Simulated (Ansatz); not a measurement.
# What (KCl)2(SnTe)1 [001] superlattice, started as rocksalt type distorts into, part 2 of 2

Aim: this structure of (KCl)2(SnTe)1 [001] superlattice, started as rocksalt type is to be tested for unstable modes, and one is followed downhill.

Ansatz 0.2.0; DFT PBEsol, scalar-relativistic, plane waves, PAW.

So far. Step 4 (The mode frozen in, largest atomic shift 0.08 Å): The run ends at a pressure of 0.11 GPa, with forces up to 0.033 eV/Å. Step 5 (Energy along the mode, all amplitudes (two of the runs …): The lowest of the steps tried is at 0.08 Å, 0.814 meV/atom below the parent; the bottom of the well need not coincide with a step.

The structure was built from a prototype and need not be the compound's stable phase.

### Step 6. Relaxing from the distorted cell

Starting from the lowest point found, all atoms and the cell are let go, so that strain and other modes of the same symmetry can join in.

input.yaml reads:

```yaml
crystal:
  lattice:
    - [3.1247977111, 3.1247977111, 0.0]
    - [-3.1247977111, 3.1247977111, 0.0]
    - [3.1247977111, 0.0, 9.5877745561]
  atoms:
    - { symbol: Cl, position: [0.5016599782, 0.4956838797, 0.9913677595] }
    - { symbol: Cl, position: [0.826361071, 0.1709827869, 0.3419655739] }
    - { symbol: K, position: [0.9910935425, 0.0064938357, 0.0129876715] }
    - { symbol: K, position: [0.3374145473, 0.6601728309, 0.3203456619] }
    - { symbol: Sn, position: [0.650383481, 0.3333333333, 0.6666666667] }
    - { symbol: Te, position: [0.1847697721, 0.8333333333, 0.6666666667] }
kpoints:
  mp_grid: { grid: [8, 8, 8] }
hamiltonian:
  xc: pbesol
scf:
  occupations: { method: fixed }
output:
  forces: true
  stress: true
  eigenvalues: true
relax:
  adjacent_minimum: "off"
  f_tol: 0.002
  max_steps: 120
  cell: { stress_tol: 0.03 }
```

Started as:

```
ansatz run input.yaml --threads 8 --pin off --max-ram 14336MiB --backend cpu --events-out ev --progress --plain --runs-dir out
```

Numbers of over 12 decimals in the logs are rounded to 6 here.

Log:

```text
[...]
Crystal: 6 atoms, lattice volume = 187.237 Å³
Basis set: ecut = 420 eV, 3697 PW (Γ), exchange–correlation on 60×60×144 points (8 copies of the dense FFT grid, shifted against one another)
Bands: 38, of which v1, the nominal top of the filled ones, is band 31 counted from 1 (30 counted from 0)
Symmetry: 4 space group operations
[...]
k-points: 95 of 512 (time reversal used)
[...]
SCF iter   1: F=—  HF=-18012.702942 eV  |F-HF|=—  |Δ(HF+E_count)|=         —  Δρ=4.17e-3  dr2=8.84e-2  ethr=1.77e-3  ⟨swp⟩=5.2  Hψ=13876  notcnv=0  defer=403
[...]
SCF iter   7: F=-18012.674030 eV  HF=-18012.674030 eV  |F-HF|=1.27e-8  |Δ(HF+E_count)|=   2.52e-7  Δρ=3.00e-6  dr2=1.92e-8  ethr=1.61e-10  ⟨swp⟩=14.9  Hψ=22852  notcnv=0
SCF 1 converged in 7 iterations: F = -18012.674030 eV  dr2 = 1.92e-8
[...]
relax step   1: F+E_penalty+E_count = -18012.67402988 eV  Δ(F+E_penalty+E_count) = +0.000e0 eV  max|allowed force component| = 2.299e-2 eV/Å  Δτ_max = 0.0000 Å  P = +0.112 GPa  Ω = 187.237 Å³  (7 SCF iters, dr2 threshold 1.00e-7 eV, accepted)
Crystal: 6 atoms, lattice volume = 187.948 Å³
[...]
iter 1 solved again at ethr=2.42e-6 eV; its pass at ethr=3.10e-3 eV (dr2=1.50e-3 eV) is discarded
[...]
SCF iter   5: F=-18012.675264 eV  HF=-18012.675264 eV  |F-HF|=5.29e-8  |Δ(HF+E_count)|=   1.71e-7  Δρ=4.98e-6  dr2=5.52e-8  ethr=1.79e-10  ⟨swp⟩=14.0  Hψ=23024  notcnv=0
SCF 2 converged in 5 iterations: F = -18012.675264 eV  dr2 = 5.52e-8
relax step   2: F+E_penalty+E_count = -18012.67526384 eV  Δ(F+E_penalty+E_count) = -1.234e-3 eV  max|allowed force component| = 2.674e-2 eV/Å  Δτ_max = 0.0299 Å  P = +0.013 GPa  Ω = 187.948 Å³  energy of the carried Pulay correction = -4.544e-5 eV  (5 SCF iters, dr2 threshold 1.11e-7 eV, accepted)
Crystal: 6 atoms, lattice volume = 188.578 Å³
[...]
SCF iter   6: F=-18012.676269 eV  HF=-18012.676269 eV  |F-HF|=1.10e-8  |Δ(HF+E_count)|=   2.14e-7  Δρ=2.16e-6  dr2=1.08e-8  ethr=7.21e-11  ⟨swp⟩=13.6  Hψ=22229  notcnv=0
SCF 3 converged in 6 iterations: F = -18012.676269 eV  dr2 = 1.08e-8
relax step   3: F+E_penalty+E_count = -18012.67626855 eV  Δ(F+E_penalty+E_count) = -1.005e-3 eV  max|allowed force component| = 1.727e-2 eV/Å  Δτ_max = 0.0620 Å  P = +0.039 GPa  Ω = 188.578 Å³  energy of the carried Pulay correction = -8.553e-5 eV  (6 SCF iters, dr2 threshold 4.47e-8 eV, accepted)
[...]
relax step   4: F+E_penalty+E_count = -18012.67651401 eV  Δ(F+E_penalty+E_count) = -2.455e-4 eV  max|allowed force component| = 4.440e-3 eV/Å  Δτ_max = 0.0190 Å  P = -0.013 GPa  Ω = 188.663 Å³  energy of the carried Pulay correction = -9.095e-5 eV  (5 SCF iters, dr2 threshold 2.28e-8 eV, accepted)
[...]
relax step   5: F+E_penalty+E_count = -18012.67654567 eV  Δ(F+E_penalty+E_count) = -3.166e-5 eV  max|allowed force component| = 1.360e-3 eV/Å  Δτ_max = 0.0029 Å  P = -0.007 GPa  Ω = 188.670 Å³  energy of the carried Pulay correction = -9.138e-5 eV  (5 SCF iters, dr2 threshold 1.23e-9 eV, accepted)
[...]
SCF iter   5: F=-18012.676639 eV  HF=-18012.676639 eV  |F-HF|=2.18e-11  |Δ(HF+E_count)|=  7.86e-10  Δρ=5.04e-8  dr2=5.33e-12  ethr=1.00e-12  ⟨swp⟩=16.9  Hψ=26319  notcnv=0
SCF 6 converged in 5 iterations: F = -18012.676639 eV  dr2 = 5.33e-12
relax step   6: F+E_penalty+E_count = -18012.67663933 eV  Δ(F+E_penalty+E_count) = -9.365e-5 eV  max|allowed force component| = 1.362e-3 eV/Å  Δτ_max = 0.0000 Å  P = -0.007 GPa  Ω = 188.670 Å³  stress off target by 1.17e-2 GPa  SCF on the basis re-selected at this cell (its energy is not comparable with the rows above)  (5 SCF iters)
basis re-selected at this cell: Δ(F+E_penalty+E_count) = -9.365e-5 eV, ΔP = +0.000 GPa vs the last step (what re-selecting the basis moved, of the pressure what is left beyond the Pulay correction that the steps carried, after the strain that the cell walked since its last selection, with what the two solves' SCF thresholds leave and, on support functions, any second-order correction that the steps lacked; it is no m [...]
SCF converged after 5 iterations
Free energy (F): -18012.676639 eV
[...]
Internal energy: -18012.676639 eV  (E = F + TS)
E sigma→0 (E₀):  -18012.676639 eV
Fermi energy:    5.968661 eV
[...]
--- Forces (eV/Å), atoms counted from 1 ---
  atom   1  Cl     0.00136150     0.00136150    -0.00035621
  atom   2  Cl     0.00136150     0.00136150     0.00035621
  atom   3  K     -0.00132878    -0.00132878     0.00041827
  atom   4  K     -0.00132878    -0.00132878    -0.00041827
  atom   5  Sn    -0.00085260    -0.00085260    -0.00000000
  atom   6  Te     0.00078672     0.00078672     0.00000000
  max |Σ_I F_I| component: 4.55e-7 eV/Å
--- Stress (GPa, compression-positive) ---
       -0.004148       0.003366       0.000000
        0.003366      -0.004148      -0.000000
        0.000000      -0.000000      -0.011727
  P = ⅓ Tr σ = -0.0067 GPa (-0.067 kbar)
--- Band table (eV; the first three rows and the last of 95) ---
  k-point 0: bands = [... 27 lower, 2.1979, 3.3144, 3.3683, 3.7083, 7.9230, 8.2401, 8.6639, 8.9945, ... 3 higher]
  k-point 1: bands = [... 27 lower, 2.2193, 3.3120, 3.3658, 3.6631, 7.8855, 8.3606, 8.6204, 9.0687, ... 3 higher]
  k-point 2: bands = [... 27 lower, 2.2814, 3.3063, 3.3595, 3.5456, 7.8681, 8.5495, 8.5952, 9.2264, ... 3 higher]
  k-point 94: bands = [... 27 lower, 2.0605, 2.0798, 2.3426, 4.2126, 7.4648, 8.8048, 8.8118, 10.2525, ... 3 higher]
--- Relaxed structure (5 steps of the walk, 5 accepted, 1 SCFs on fresh bases) ---
  F+E_penalty+E_count = -18012.67663933 eV   max|allowed force component| = 1.362e-3 eV/Å   (the final SCF, on the basis selected at the relaxed cell)
  cell:  # Å, volume = 188.6702 Å³
    - [3.152412, 3.152412, -1.5783844644336667e-18]
    - [-3.120317, 3.120317, -2.032766937973684e-19]
    - [3.136364, 0.016048, 9.590288]
  atoms:
    - { symbol: Cl, position: [0.496670, 0.496030, 0.992059] }
    - { symbol: Cl, position: [0.822063, 0.170637, 0.341274] }
    - { symbol: K, position: [0.985274, 0.0064464, 0.012893] }
    - { symbol: K, position: [0.331500, 0.660220, 0.320441] }
    - { symbol: Sn, position: [0.654268, 0.3333333333, 0.6666666667] }
    - { symbol: Te, position: [0.201907, 0.8333333333, 0.6666666667] }
```

The job ended after 28 s (8 threads of AMD EPYC 9R14 (Zen 4), shared host; peak memory 1.1 GiB; 3.5 min of CPU time).

Step by step:

```csv
step,energy less that of the first step (eV),largest force component (eV/Å),pressure (GPa),volume (Å³)
1,0.0000,0.0230,0.11,187.24
2,-0.0012,0.0267,0.01,187.95
3,-0.0022,0.0173,0.04,188.58
4,-0.0025,0.0044,-0.01,188.66
5,-0.0025,0.0014,-0.01,188.67
6*,-0.0026,0.0014,-0.01,188.67
```

Relaxation steps marked * repeat the geometry before them on a plane-wave basis chosen anew for their cell, so energy and pressure can jump there.

Forces are held to the 4 operations that the run works with; a distortion that breaks them can't arise in this run.

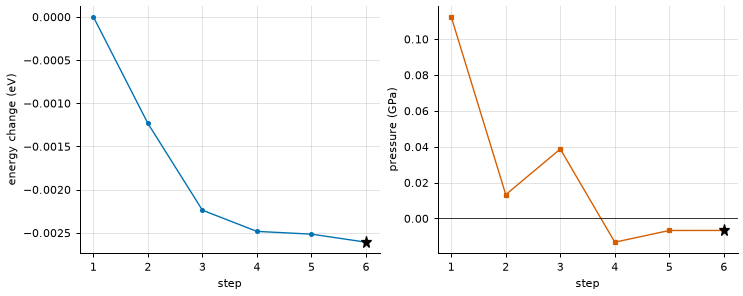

Energy and pressure along the relaxation. Stars mark steps on a basis chosen anew.

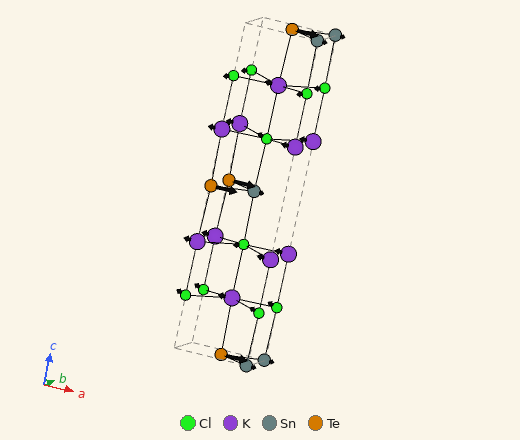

Displacements in the relaxation, exaggerated, measured against the changing cell; the longest in the cell stands for 0.08 Å. Some periodic images of atoms are drawn too.

```csv
"conventional cell, symmetrised",before,after,change
a (Å),4.419,4.413,-0.1 %
b (Å),19.176,19.181,+0.0 %
c (Å),4.419,4.458,+0.9 %
volume (Å³/atom),31.21,31.45,+0.8 %
```

The atoms that moved most (Å, as changes of fractional coordinates times the final cell):

```
atom      dx      dy      dz  length
 Te6   0.054   0.054   0.000   0.076
  K4  -0.018  -0.018   0.001   0.026
  K3  -0.018  -0.018  -0.001   0.026
 Cl1  -0.015  -0.015   0.007   0.022
 Cl2  -0.015  -0.015  -0.007   0.022
 Sn5   0.012   0.012   0.000   0.017
```

Numbers from this step:

| Item | Value |
| --- | --- |
| pressure | -0.006674 GPa |
| gap on the k-mesh | 0.5957 eV |
| volume per atom | 31.45 Å³ |

The distorted start has space group Imm2; the relaxation ends in Imm2.

### Step 7. The new phase in its own primitive cell

The relaxed structure is symmetrised, reduced to its primitive cell and relaxed tightly, as its phonons need.

input.yaml reads:

```yaml
crystal:
  lattice:
    - [-2.2063969627, 9.5902883881, 2.2290919467]
    - [2.2063969627, -9.5902883881, 2.2290919467]
    - [2.2063969627, 9.5902883881, -2.2290919467]
  atoms:
    - { symbol: Cl, position: [0.3300036975, 0.9926999264, 0.3373037711] }
    - { symbol: Cl, position: [0.6553961552, 0.9926999264, 0.6626962289] }
    - { symbol: K, position: [0.8186075288, 0.9917205998, 0.8268869289] }
    - { symbol: K, position: [0.1648336709, 0.9917205998, 0.1731130711] }
    - { symbol: Sn, position: [0.4876012558, 0.9876012558, 0.5] }
    - { symbol: Te, position: [0.0352400843, 0.0352400843, 0.0] }
kpoints:
  mp_grid: { grid: [10, 10, 10] }
hamiltonian:
  xc: pbesol
scf:
  occupations: { method: fixed }
output:
  forces: true
  stress: true
  eigenvalues: true
relax:
  adjacent_minimum: "off"
  f_tol: 0.001
  max_steps: 60
  cell: { stress_tol: 0.01 }
```

Log:

```text
[...]
- [-2.205503, 9.587601, 2.229678]
    - [2.205503, -9.587601, 2.229678]
    - [2.205503, 9.587601, -2.229678]
  atoms:
    - { symbol: Cl, position: [0.330180, 0.992859, 0.337321] }
    - { symbol: Cl, position: [0.655537, 0.992859, 0.662679] }
    - { symbol: K, position: [0.818388, 0.991516, 0.826872] }
    - { symbol: K, position: [0.164643, 0.991516, 0.173128] }
    - { symbol: Sn, position: [0.487912, 0.987912, 0.500000] }
    - { symbol: Te, position: [0.035022, 0.035022, 0.0] }
[key lines of the parts left out:]
SCF converged after 5 iterations
Free energy (F): -18012.675149 eV
Fermi energy:    5.978946 eV
P = ⅓ Tr σ = 0.0010 GPa (0.010 kbar)
```

It took 33 s on 8 threads; peak memory 1.3 GiB.

Little changed from the start: no atom moved by 0.005 Å and no cell edge by 0.1 %.

Numbers from this step:

```yaml
pressure: 9.83e-4 GPa
gap_on_the_k_mesh: 0.5930 eV
volume_per_atom: 31.43 Å³
direct_gap_on_mesh: 0.5930 eV
```

The largest force component left is 0.61 meV/Å and the pressure is 0.001 GPa, within the tolerances set. The cell now holds 31.43 Å³/atom.

### Step 8. Modes of the new phase, k-mesh 10×10×10

A relaxed structure may still be a saddle point, so its zone-centre modes are computed. The response to a homogeneous field gives the Born charges and the dielectric tensor, and its change with displacement the Raman tensors.

input.yaml reads:

```yaml
crystal:
  lattice:
    - [-2.2055025732, 9.5876006771, 2.2296781669]
    - [2.2055025732, -9.5876006771, 2.2296781669]
    - [2.2055025732, 9.5876006771, -2.2296781669]
  atoms:
    - { symbol: Cl, position: [0.3301799303, 0.9928586429, 0.3373212874] }
    - { symbol: Cl, position: [0.6555373555, 0.9928586429, 0.6626787126] }
    - { symbol: K, position: [0.8183879496, 0.9915155976, 0.826872352] }
    - { symbol: K, position: [0.1646432456, 0.9915155976, 0.173127648] }
    - { symbol: Sn, position: [0.4879123684, 0.9879123684, 0.5] }
    - { symbol: Te, position: [0.035021543, 0.035021543, 0.0] }
kpoints:
  mp_grid: { grid: [10, 10, 10] }
hamiltonian:
  xc: pbesol
scf:
  occupations: { method: fixed }
output:
  eigenvalues: true
phonons:
  method: dfpt
  dielectric: true
  rigid_motions: translations
  raman: true
```

Log:

```text
Engine: ansatz 0.2.0, x86_64-unknown-linux-gnu
Pseudopotentials: kind: paw
Pseudopotential: Cl, paw, valence charge 7, recommended cutoff 420 eV (normal), Cl.paw.azcp
Pseudopotential: K, paw, valence charge 9, recommended cutoff 420 eV (normal), K.paw.azcp
Pseudopotential: Sn, paw, valence charge 14, recommended cutoff 420 eV (normal), Sn.paw.azcp
Pseudopotential: Te, paw, valence charge 16, recommended cutoff 420 eV (normal), Te.paw.azcp
Functional definition: PBEsol
  exchange = pbesol_x
  correlation = pbesol_c
Crystal: 6 atoms, lattice volume = 188.590 Å³
Basis set: ecut = 420 eV, 3705 PW (Γ), exchange–correlation on 144×144×144 points (8 copies of the dense FFT grid, shifted against one another)
Bands: 38, of which v1, the nominal top of the filled ones, is band 31 counted from 1 (30 counted from 0)
Symmetry: 4 space group operations
k-points: 504 of 1000 (irreducible under 1 space group operation, time reversal used)
Non-local potential: Cl, projectors of the file, l = 0: 2, l = 1: 2, l = 2: 2
Non-local potential: K, projectors of the file, l = 0: 3, l = 1: 2, l = 2: 2
Non-local potential: Sn, projectors of the file, l = 0: 2, l = 1: 2, l = 2: 2, l = 3: 2
Non-local potential: Te, projectors of the file, l = 0: 2, l = 1: 2, l = 2: 2, l = 3: 2
PAW form: soft (Blöchl's): semilocal exchange-correlation on the pseudo side does not see the compensation charge
PAW frozen core: Cl, regenerated for the run's functional, and the local potential with it (the file was generated under x = pbe(κ = 0.804, μ = 0.219515), c = pbe(β = 0.066725))
PAW frozen core: K, regenerated for the run's functional, and the local potential with it (the file was generated under x = pbe(κ = 0.804, μ = 0.219515), c = pbe(β = 0.066725))
PAW frozen core: Sn, regenerated for the run's functional, and the local potential with it (the file was generated under x = pbe(κ = 0.804, μ = 0.219515), c = pbe(β = 0.066725))
PAW frozen core: Te, regenerated for the run's functional, and the local potential with it (the file was generated under x = pbe(κ = 0.804, μ = 0.219515), c = pbe(β = 0.066725))
PAW one-centre angular grid: Cl, 110 points (default); XC on 64 Gauss nodes
PAW one-centre angular grid: K, 110 points (default); XC on 64 Gauss nodes
PAW one-centre angular grid: Sn, 590 points (default); XC on 64 Gauss nodes
PAW one-centre angular grid: Te, 590 points (default); XC on 64 Gauss nodes
Initial density: superposition of atomic densities (neutral atoms: chi_scale 0, normalization atom), corrected by the library's trained network
Initial wavefunctions: pseudopotential atomic-orbital guess
Functional: x = pbesol(κ = 0.804, μ = 0.123457), c = pbesol(β = 0.046)
SCF iter   1: F=—  HF=-18012.703038 eV  |F-HF|=—  |Δ(HF+E_count)|=         —  Δρ=4.11e-3  dr2=8.48e-2  ethr=1.77e-3  ⟨swp⟩=5.2  Hψ=73258  notcnv=0  defer=2222
preconditioner: auto → Resta (q_TF=auto, 2.267 Å⁻¹)  ε∞=2.9  [insulator: Δε(μ)=0.578 eV  Ē_g=11.988 eV  n_scr=42 (ndim 8)  ℏωp=16.7 eV  f_vac=0.078  ε∞_Penn≈2.9]
SCF iter   2: F=—  HF=-18012.678682 eV  |F-HF|=—  |Δ(HF+E_count)|=   2.44e-2  Δρ=1.46e-3  dr2=1.08e-2  ethr=1.37e-4  ⟨swp⟩=2.7  Hψ=27948  notcnv=0  defer=2520
SCF iter   3: F=—  HF=-18012.675336 eV  |F-HF|=—  |Δ(HF+E_count)|=   3.35e-3  Δρ=4.68e-4  dr2=9.95e-4  ethr=1.74e-5  ⟨swp⟩=3.7  Hψ=26922  notcnv=0  defer=2520
SCF iter   4: F=—  HF=-18012.675134 eV  |F-HF|=—  |Δ(HF+E_count)|=   2.02e-4  Δρ=1.31e-4  dr2=4.63e-5  ethr=1.61e-6  ⟨swp⟩=2.3  Hψ=24746  notcnv=0  defer=2520
SCF iter   5: F=—  HF=-18012.675140 eV  |F-HF|=—  |Δ(HF+E_count)|=   6.00e-6  Δρ=4.48e-5  dr2=4.73e-6  ethr=7.46e-8  ⟨swp⟩=2.0  Hψ=33652  notcnv=0  defer=2469
SCF iter   6: F=—  HF=-18012.675149 eV  |F-HF|=—  |Δ(HF+E_count)|=   8.96e-6  Δρ=9.06e-6  dr2=2.54e-7  ethr=7.64e-9  ⟨swp⟩=2.8  Hψ=32698  notcnv=0  defer=1857
SCF iter   7: F=—  HF=-18012.675149 eV  |F-HF|=—  |Δ(HF+E_count)|=   2.47e-7  Δρ=2.94e-6  dr2=1.89e-8  ethr=4.10e-10  ⟨swp⟩=2.8  Hψ=32325  notcnv=0  defer=1862
SCF iter   8: F=—  HF=-18012.675149 eV  |F-HF|=—  |Δ(HF+E_count)|=   1.74e-8  Δρ=8.70e-7  dr2=1.92e-9  ethr=3.05e-11  ⟨swp⟩=2.0  Hψ=30124  notcnv=0  defer=1864
SCF iter   9: F=—  HF=-18012.675149 eV  |F-HF|=—  |Δ(HF+E_count)|=  6.80e-10  Δρ=2.20e-7  dr2=1.19e-10  ethr=3.10e-12  ⟨swp⟩=2.0  Hψ=30124  notcnv=0  defer=1864
SCF iter  10: F=-18012.675149 eV  HF=-18012.675149 eV  |F-HF|=7.28e-12  |Δ(HF+E_count)|=  1.93e-10  Δρ=6.24e-8  dr2=8.75e-12  ethr=1.00e-12  ⟨swp⟩=16.9  Hψ=139740  notcnv=0
SCF 1 converged in 10 iterations: F = -18012.675149 eV  dr2 = 8.75e-12
[...]
NSCF: frozen V_eff on 5 k-points
DFPT response loops at Γ: preconditioner auto → Resta (q_TF=auto, 2.267 Å⁻¹)  ε∞=10.1 (no band partly filled); β = 1.00, the filter's whole step (`scf.mixing.beta` (0.50) is not read by the response loops at its default; to damp them type it under 1.00, their step now; it binds the ground state too); Broyden in place of MSR1
the response loops of the zone centre start from zero, take more passes and end by a threshold: the memory limit or budget leaves too little room for the subspace of the ground state's own states beside the solves, or none could be made (phonons.method)
```

The job ended after 9.4 min (8 threads; peak memory 12 GiB).

The run was cut off at the time limit after its SCF cycle had converged; no result of it is taken.

The program's message: “Warning: RAYON”

### Step 9. Outcome

| Item | Value |
| --- | --- |
| unstable mode of the parent | q = (0, 0, 0), 56i cm⁻¹ |
| depth at the lowest point sampled | 0.814 meV/atom |
| largest atomic shift at that point | 0.08 Å |
| space group reached (within 0.01 Å) | Imm2 |
| energy gained over the parent (first relaxation, on the mesh of the frozen mode) | 1.25 meV/atom |
| volume per atom, phase reached | 31.4 Å³ |
| gap on the k-mesh, phase reached | 0.593 eV |

Along this mode the structure falls into Imm2, 1.25 meV/atom below the parent. At the parent's cell the well is 0.814 meV/atom deep on the steps tried, with its lowest point at a shift of 0.08 Å. Relaxing atoms and cell changes the gain by +0.43 meV/atom against the lowest step (energies at zero smearing). The modes of the phase reached were not computed on this path. How so shallow a well moves with the k mesh was not tested. Of the 3 patterns followed to their end from this parent, this one reaches the lowest energy. Another end point lies within 1 meV/atom; how such a difference moves with mesh and cutoff was not tested. Each path keeps the symmetry of its pattern, so a lower phase may lie along a pattern not tried. Spin-orbit coupling is left out, which can matter for the heavy elements here. The starting cell was built on a prototype and not taken from a measurement, so the phase need not exist.

[Logs are printed without paths, hosts, clocks, repeated set-up lines and the standing remarks that a program may print on its own settings, such as how far it seeks lower states.]

[Hosts, paths, dates, database ids (printed as entryN), source tags and the programs' standing remarks are cut or masked in the printed files.]
